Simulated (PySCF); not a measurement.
## Electronic structure of CH7NO4Si2 (SMILES O=CN[SiH2]O[SiH](O)O) in real space

```xyz
15

O     1.4823   -1.4801    0.1346
C     2.1314   -0.5899   -0.3717
N     1.8742    0.7115   -0.2220
Si    0.5482    1.3204    0.7905
O    -0.8601    0.7607    0.3049
Si   -1.9319   -0.4921    0.1588
O    -1.1668   -1.7654   -0.4568
O    -3.1385   -0.0343   -0.8053
H     3.0056   -0.8121   -1.0133
H     2.4903    1.3503   -0.6975
H     0.8503    0.9106    2.1547
H     0.5541    2.7474    0.4953
H    -2.5485   -0.6626    1.4556
H    -0.2476   -1.9161   -0.1946
H    -3.0474   -0.0403   -1.7552
```

Geometry: GFN2-xTB.

The calculation used PBE0/pcSseg-1, SCF density, gas phase, non-relativistic (PySCF 2.14.0).

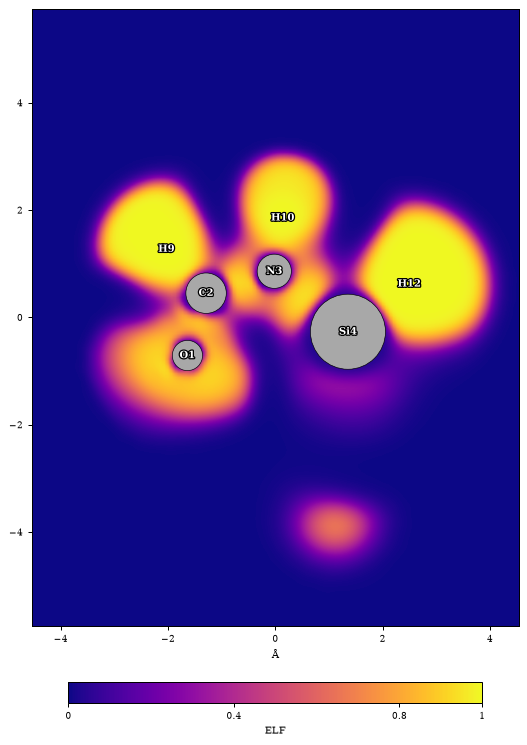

Figure 1. ELF on the plane of atoms C2, N3 and Si4. Grey discs cover the atomic cores.

What does the map show?

The section cuts through O, C, N, Si and H sites.
C–O (1.21 Å): the ELF peaks at about 0.85 between the atoms: a multiple bond.
C–N (1.33 Å): the ELF peaks at about 0.90 between the atoms, as expected for a covalent bond.
Si–N (1.78 Å): the ELF peaks at about 0.95 between the atoms; a polar covalent bond.
N–H (1.01 Å): the ELF climbs to about 1 towards the hydrogen, as it does in any bond to H; an ordinary covalent bond to hydrogen.
The ELF also peaks beside O1, away from the bonds: lone-pair regions.

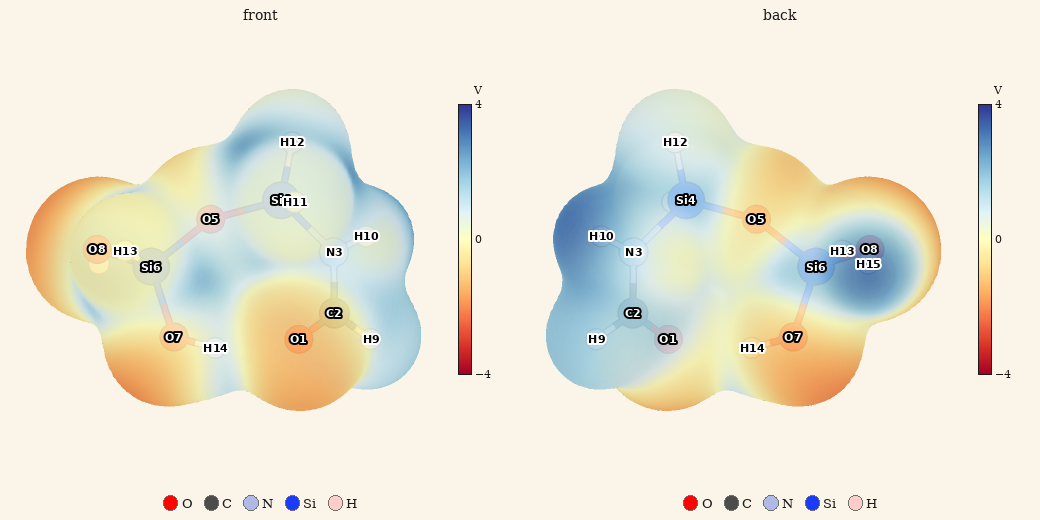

Figure 2. The electrostatic potential painted on the density surface at 0.004 e/bohr³, seen from the front and from behind; the colour scale runs from red (negative) to blue (positive).

Which sites attract a positive test charge, and which a negative one?

A positive charge is drawn to the negative regions and a negative charge to the positive ones. The most negative region (about −1.9 V) lies over O7, the most positive (about +3.2 V) over H10 and H15. O7 is the likeliest acceptor of a hydrogen bond.
